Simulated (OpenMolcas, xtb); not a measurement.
SnGeH6 (SMILES [GeH3][SnH3]): the electronic atomisation energy, rung by rung

The species is SnGeH6 (8 atoms), meant as a singlet with charge 0. As SMILES, `[GeH3][SnH3]`. The coordinates come from a PBE0-D4/def2-TZVP relaxation.

| atom | x (Å) | y (Å) | z (Å) |
| --- | --- | --- | --- |
| Ge | -0.7541 | 0.2858 | -1.0413 |
| Sn | 0.7515 | -0.2903 | 0.9923 |
| H | -1.8308 | 1.3073 | -0.6395 |
| H | -1.4534 | -0.9786 | -1.5670 |
| H | 0.0875 | 0.8865 | -2.1793 |
| H | -0.1876 | -0.9328 | 2.2652 |
| H | 1.9310 | -1.4442 | 0.5538 |
| H | 1.5479 | 1.1091 | 1.5601 |

Quantity: the electronic atomisation energy, in eV. The values are calculated. Electronic energies at fixed atoms, without zero-point motion or spin-orbit coupling.

```
                            level                   kind     program  value (eV)  less CCSD(T)/def2-SVP  CPU time (all runs)
                         GFN1-xTB         semi-empirical         xtb       30.66                 +12.13            under 2 s
     HF/def2-SVP (core potential)           Hartree–Fock  OpenMolcas       14.31                  -4.22                 14 s
  SVWN5/def2-SVP (core potential)                    LDA  OpenMolcas       21.89                  +3.36                 29 s
   BLYP/def2-SVP (core potential)                    GGA  OpenMolcas       18.78                  +0.25                 39 s
 r2SCAN/def2-SVP (core potential)               meta-GGA  OpenMolcas       19.48                  +0.95                 71 s
 M06-2X/def2-SVP (core potential)        hybrid meta-GGA  OpenMolcas       18.61                  +0.08                 42 s
   PBE0/def2-SVP (core potential)          global hybrid  OpenMolcas       19.08                  +0.55                 34 s
CCSD(T)/def2-SVP (core potential)  coupled cluster or CI  OpenMolcas       18.53                   0.00                 68 s
```

CCSD(T)/def2-SVP (core potential) is the highest level here, not the true value. The values span 14.31 to 30.66 eV. The xTB rows lack spin polarisation, so open shells miss the exchange term that lowers them. In the correlated wave-function rows the outer d shell of Ge, Sn is correlated, in sets not made for it. CPU times are rough (shared hosts, several kinds of processor): they show what a rung costs within a factor of a few.

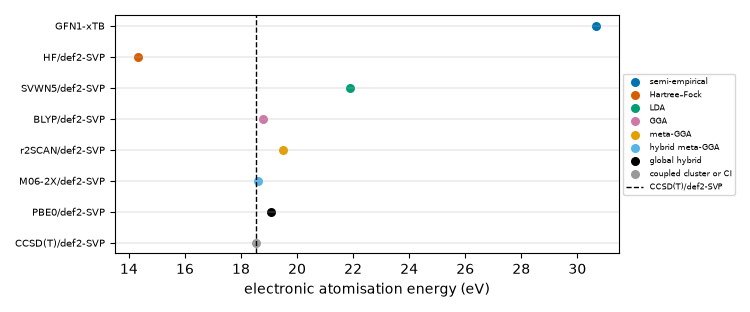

The values of the table, level by level.
